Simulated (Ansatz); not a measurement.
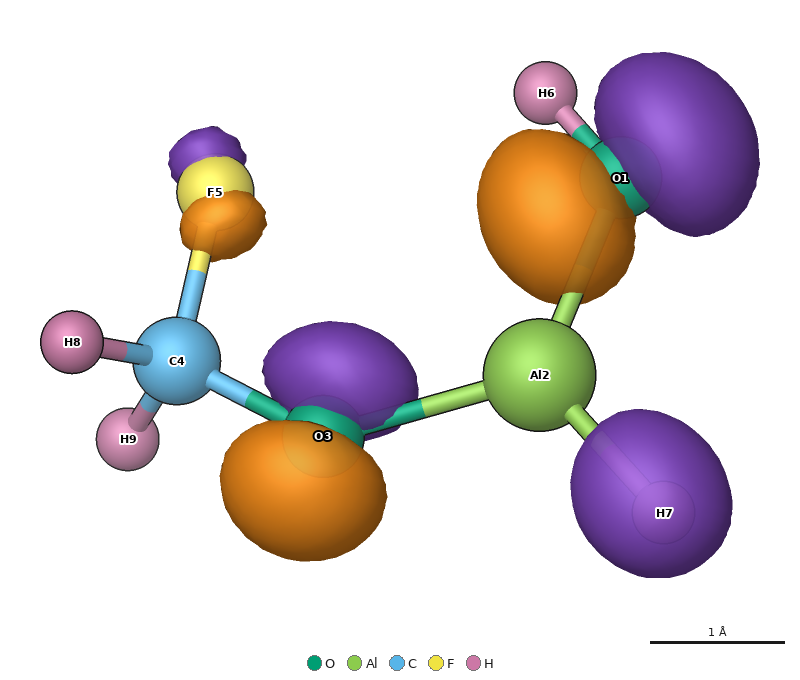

CH₄AlFO₂. The HOMO−1 at ±0.2 Å⁻³ᐟ² (orange and purple are the two phases), seen at a tilt.

Geometry: PBE0-D4/def2-TZVP.

Level of theory: Ansatz, RKS PBE0-D4/def2-TZVPP.

```xyz
9

O    -0.1664    0.8461    2.0393
Al    1.0382    0.3630    0.9619
O     0.7007   -0.2659   -0.5829
C    -0.4199   -0.5276   -1.2943
F    -1.5611   -0.1966   -0.5658
H    -1.0920    0.7763    1.8049
H     2.5469    0.4812    1.3536
H    -0.5020   -1.5958   -1.5237
H    -0.4561    0.0729   -2.2101
```

### Describe this orbital and give its energy.

Its weight (Hirshfeld) is mainly on O1 (about 45 %), O3 (about 25 %), Al2 (about 15 %) and H7 (about 10 %). Its energy is −9.37 eV.
